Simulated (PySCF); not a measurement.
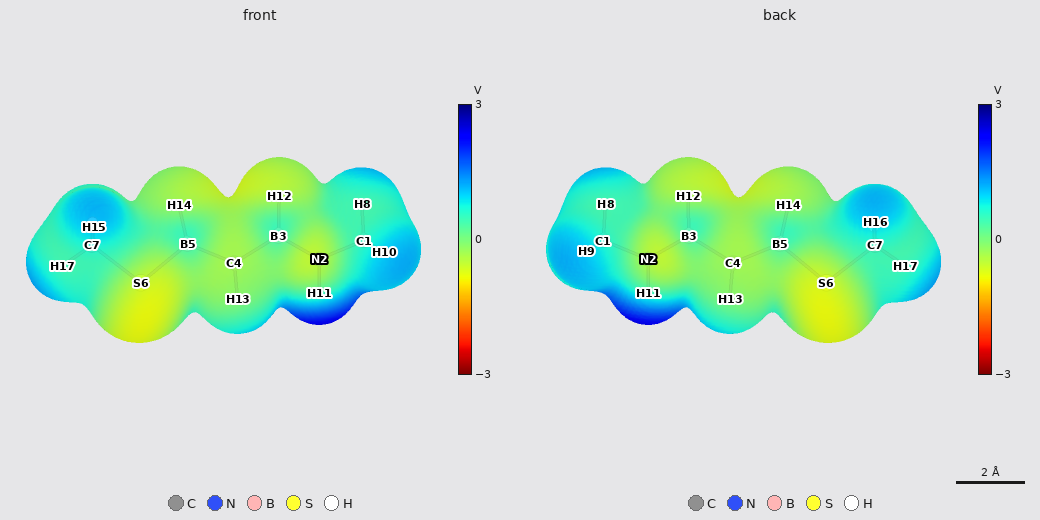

The picture shows: C3H10B2NS (SMILES CNB[CH]BSC) (doublet). The electrostatic potential painted on the density surface at 0.004 e/bohr³, seen from the front and from behind; the colour scale runs from red (negative) to blue (positive).

Geometry: GFN2-xTB.

Method: UKS B3LYP, pcH-1 on B C H N S, non-relativistic, mean-field spin-orbit, GIAO (PySCF 2.14.0, density-fitted response routines).

```yaml
atoms:
  - { symbol: C, position_ang: [-3.6521, 1.1005, -0.0483] }
  - { symbol: N, position_ang: [-2.3795, 0.6332, -0.5299] }
  - { symbol: B, position_ang: [-1.2174, 0.4022, 0.2056] }
  - { symbol: C, position_ang: [0.0350, -0.0987, -0.5271] }
  - { symbol: B, position_ang: [1.3688, -0.3933, 0.0929] }
  - { symbol: S, position_ang: [2.6990, -0.9751, -0.9771] }
  - { symbol: C, position_ang: [4.0904, -1.1867, 0.1828] }
  - { symbol: H, position_ang: [-3.5936, 1.2557, 1.0267] }
  - { symbol: H, position_ang: [-4.4424, 0.3718, -0.2562] }
  - { symbol: H, position_ang: [-3.9308, 2.0457, -0.5257] }
  - { symbol: H, position_ang: [-2.3820, 0.4704, -1.5279] }
  - { symbol: H, position_ang: [-1.2390, 0.5996, 1.3621] }
  - { symbol: H, position_ang: [-0.0601, -0.2536, -1.6002] }
  - { symbol: H, position_ang: [1.6163, -0.2737, 1.2319] }
  - { symbol: H, position_ang: [4.3527, -0.2220, 0.6059] }
  - { symbol: H, position_ang: [3.7989, -1.8744, 0.9702] }
  - { symbol: H, position_ang: [4.9286, -1.5894, -0.3764] }
```

Question: Describe the electrostatic potential map.

Answer: The most negative region (about −0.8 V) lies over S6, the most positive (about +2.4 V) over H11.
